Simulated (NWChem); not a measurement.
# O3 (ozone) at 4 levels

We compute a comparison of 4 runs (HF/STO-3G, HF/3-21G, B3LYP/6-31G*) of O3 (ozone). 

The results are computed with NWChem 7.3.0.

1 further run of the same task is left out (set aside as unsound or not needed).

## Step 1: The structure to begin with

O3 has 3 atoms, charge 0, and is taken as a singlet. As SMILES, `O=[O+][O-]`. Geometry: relaxed at PBE0-D4/def2-TZVP.

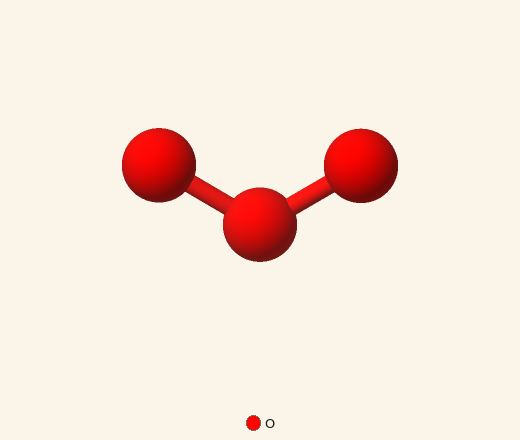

Viewed from a chosen angle; oxygen red.

## Step 2: Energy and forces at HF/STO-3G (run 1)

Input file run.nw:

```
start run
memory 2200 mb
charge 0
geometry units angstroms noautosym nocenter noautoz
  O     0.848700   -0.535900    0.409500
  O    -0.228900   -0.317600   -0.159400
  O    -0.619800    0.853500   -0.250100
end
basis spherical bse
  O library STO-3G
end
scf
  thresh 1e-08
  maxiter 80
  print low
end
task scf gradient
```

Run with:

```
$ nwchem run.nw > run.out
```

Standard output:

```text
[...]
  functions       =    15
[...]
  wavefunction    = RHF
[...]
         Total SCF energy =   -221.281799951947
      One-electron energy =   -446.668076171625
      Two-electron energy =    154.744622774546
 Nuclear repulsion energy =     70.641653445132
        Time for solution =      0.1s
[...]
                         RHF ENERGY GRADIENTS
    atom               coordinates                        gradient
                 x          y          z           x          y          z
   1 O       1.603810  -1.012704   0.773843   -0.080000   0.013922  -0.042477
   2 O      -0.432558  -0.600177  -0.301222    0.052933   0.073464   0.036863
   3 O      -1.171252   1.612881  -0.472620    0.027067  -0.087386   0.005613
 Task  times  cpu:        0.1s     wall:        0.1s
 Total times  cpu:        0.1s     wall:        0.1s
```

It took 0.62 s on 1 thread of AMD EPYC 9R45 (Zen 5), shared host; peak memory 0.099 GiB.

## Step 3: Energy and gradient at HF/3-21G (run 2)

Input file work.nw:

```
start work
memory 2200 mb
charge 0

geometry units angstrom noautosym nocenter noautoz
   O      0.848700    -0.535900     0.409500
   O     -0.228900    -0.317600    -0.159400
   O     -0.619800     0.853500    -0.250100
end

basis spherical bse
   * library 3-21G
end

scf
   thresh 1e-08
   maxiter 80
   noprint "final vectors analysis"
end

task scf gradient
```

Run with:

```
$ nwchem work.nw > work.out
```

Standard output:

```text
[...]
  functions       =    27
[...]
  wavefunction    = RHF
[...]
         Total SCF energy =   -222.978448187877
      One-electron energy =   -446.544296614090
      Two-electron energy =    152.924194981081
 Nuclear repulsion energy =     70.641653445132
        Time for solution =      0.1s
[...]
                         RHF ENERGY GRADIENTS
    atom               coordinates                        gradient
                 x          y          z           x          y          z
   1 O       1.603810  -1.012704   0.773843   -0.075093   0.016231  -0.039536
   2 O      -0.432558  -0.600177  -0.301222    0.046978   0.065192   0.032715
   3 O      -1.171252   1.612881  -0.472620    0.028115  -0.081422   0.006821
[...]
```

It took 0.6 s on 1 thread of AMD EPYC 9R45 (Zen 5), shared host; peak memory 0.1 GiB.

## Step 4: Energy and gradient at B3LYP/6-31G(d) (spherical functions) (run 3)

Input file test.nw:

```
start test
title "O3"
memory stack 880 mb heap 220 mb global 1100 mb

geometry units angstroms noautosym nocenter noautoz
  O        0.848700      -0.535900       0.409500
  O       -0.228900      -0.317600      -0.159400
  O       -0.619800       0.853500      -0.250100
end

basis spherical bse
  * library 6-31G*
end

dft
  xc b3lyp
  grid xfine
  convergence energy 1e-08
  iterations 100
  mulliken
end

task dft gradient
```

Run with:

```
$ nwchem test.nw > test.out
```

Standard output:

```text
[...]
          Wavefunction type:  closed shell.
          No. of atoms     :     3
          No. of electrons :    24
[...]
          Charge           :     0
          Spin multiplicity:     1
[...]
          AO basis - number of functions:    42
[...]
              XC Information
              --------------
                         B3LYP Method XC Potential
                     Hartree-Fock (Exact) Exchange  0.200
                        Slater Exchange Functional  0.800 local
                    Becke 1988 Exchange Functional  0.720 non-local
              Lee-Yang-Parr Correlation Functional  0.810
                  VWN I RPA Correlation Functional  0.190 local
[...]
 d= 0,ls=0.0,diis     1   -225.2041652022 -2.96D+02  3.81D-02  2.15D+00     0.3
[...]
 d= 0,ls=0.0,diis    11   -225.3995888142 -1.80D-09  2.60D-07  3.21D-10     2.2
         Total DFT energy =     -225.399588814159
      One electron energy =     -449.085606251396
           Coulomb energy =      178.597881736348
    Exchange-Corr. energy =      -25.553517744242
 Nuclear repulsion energy =       70.641653445132
[...]
  wavefunction    = closed shell
                         DFT ENERGY GRADIENTS
    atom               coordinates                        gradient
                 x          y          z           x          y          z
   1 O       1.603810  -1.012704   0.773843   -0.028323   0.005549  -0.014973
   2 O      -0.432558  -0.600177  -0.301222    0.018208   0.025274   0.012681
   3 O      -1.171252   1.612881  -0.472620    0.010115  -0.030824   0.002292
[...]
```

Run time: 3 s. Hardware: 1 thread of AMD EPYC 9R45 (Zen 5), shared host; peak memory 0.12 GiB.

## Step 5: Energy and forces at B3LYP/6-31G(d) (Cartesian functions) (run 4)

Input file sp.nw:

```
start sp
title "O3"
memory 2200 mb

geometry units angstrom noautosym nocenter noautoz
 O        0.848700      -0.535900       0.409500
 O       -0.228900      -0.317600      -0.159400
 O       -0.619800       0.853500      -0.250100
end

basis
 * library 6-31G*
end

dft
 xc b3lyp
 grid xfine
 convergence energy 1e-08
 iterations 100
 mulliken
end

task dft gradient
```

Run with:

```
$ nwchem sp.nw > sp.out
```

Standard output:

```text
[...]
          Wavefunction type:  closed shell.
          No. of atoms     :     3
          No. of electrons :    24
[...]
          Charge           :     0
          Spin multiplicity:     1
[...]
          AO basis - number of functions:    45
[...]
              XC Information
              --------------
                         B3LYP Method XC Potential
                     Hartree-Fock (Exact) Exchange  0.200
                        Slater Exchange Functional  0.800 local
                    Becke 1988 Exchange Functional  0.720 non-local
              Lee-Yang-Parr Correlation Functional  0.810
                  VWN I RPA Correlation Functional  0.190 local
[...]
 d= 0,ls=0.0,diis     1   -225.2074729824 -2.96D+02  3.89D-02  2.24D+00     0.3
[...]
 d= 0,ls=0.0,diis    10   -225.4048620907 -7.73D-09  1.31D-06  2.88D-08     2.2
         Total DFT energy =     -225.404862090676
      One electron energy =     -449.048295270878
           Coulomb energy =      178.530573687497
    Exchange-Corr. energy =      -25.528793952427
 Nuclear repulsion energy =       70.641653445132
[...]
  wavefunction    = closed shell
                         DFT ENERGY GRADIENTS
    atom               coordinates                        gradient
                 x          y          z           x          y          z
   1 O       1.603810  -1.012704   0.773843   -0.028736   0.006248  -0.015126
   2 O      -0.432558  -0.600177  -0.301222    0.017944   0.024908   0.012497
   3 O      -1.171252   1.612881  -0.472620    0.010792  -0.031156   0.002629
[...]
```

It took 3 s on 1 thread of AMD EPYC 9R45 (Zen 5), shared host; peak memory 0.12 GiB.

## Step 6: The series

```csv
run,level,iteration cap,module,energy (Eh),largest force (eV/Å),wall time
1,HF/STO-3G,80,scf,-221.281800,5.027,0.62 s
2,HF/3-21G,80,scf,-222.978448,4.461,0.6 s
3,B3LYP/6-31G* (spherical functions),100,dft,-225.399589,1.729,3 s
4,B3LYP/6-31G* (Cartesian functions),100,dft,-225.404862,1.704,3 s
```

## Step 7: Outcome

| quantity | value |
| --- | --- |
| run 4: total energy | -225.40486 Eh |
| run 4: dipole moment | 0.63 D |
| run 4: HOMO energy | -9.01 eV |
| run 4: LUMO energy | -4.76 eV |
| run 4: HOMO–LUMO gap | 4.25 eV |
| run 4: largest force on an atom | 1.704 eV/Å |

**Reading.** Over runs 2, 3, 4 the dipole moment (its size) runs from 0.59 D (HF/3-21G) to 0.63 D (B3LYP/6-31G*). The two ends differ in method and basis. In run 1 the basis is minimal, so the values are rough. All runs together took 7.2 s, the longest 3 s.
